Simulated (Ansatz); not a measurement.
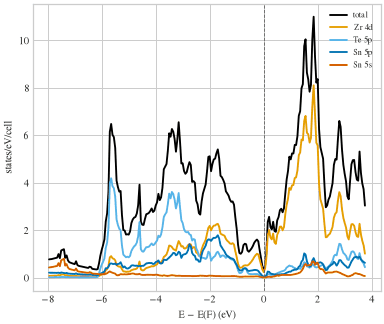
Figure. Total and projected density of states of ZrSnTe in space group P4/nmm (No. 129; Zr on 2c, Sn on 2a, Te on 2c), DFT-r²SCAN in the program Ansatz with PAW potentials

Question: Which orbitals carry the states next to the Fermi level?

Answer: Within 0.5 eV of the Fermi level: Zr 4d 71 %, Sn 5p 13 %, Te 5p 8 %. Projections are on Löwdin-orthogonalised atomic valence shells; empty p or d shells of many metals are not among them.

Question: Where is the tallest occupied peak in this window, and what makes it?

Answer: Near -3.1 eV, about 6.6 states/eV per cell; the largest projected share is Te 5p.

The first step of the workflow began from a Materials Project structure, measured or hypothetical; the Crystallography Open Database copy checked does not list it. Whether it is the stable phase at ambient conditions was not checked. The r²SCAN relaxation kept the symmetry of its start; whether a distortion lowers the energy is not shown. No spin polarisation was allowed. Spin–orbit coupling is left out wherever it is not named.

Potentials: the later of the program's two PAW sets.
